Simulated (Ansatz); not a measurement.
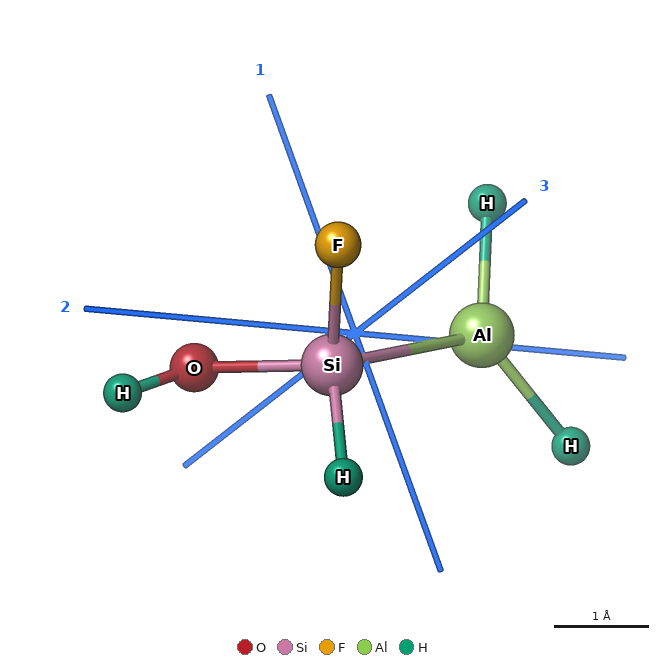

The three principal axes of inertia are drawn and numbered. Depth is shown by fading: the farther an atom, the more it takes the colour of the background. The geometry was computed by an optimisation with PBE-D4/def2-SVP. No frequency run is at hand to confirm it as a minimum. Masses are those of the most abundant isotopes; constants are for the rigid equilibrium geometry.

Which line is the a axis (least moment of inertia), which b and which c?

a is line 2, b is line 3, c is line 1; the moments are 82.9, 186, 239 u Å².

Classify the rotor and give the rotational constants (cm⁻¹).

An asymmetric top (C1): A = 0.203, B = 0.0904, C = 0.0707 cm⁻¹. Ray's parameter κ is −0.70, nearer the prolate limit.
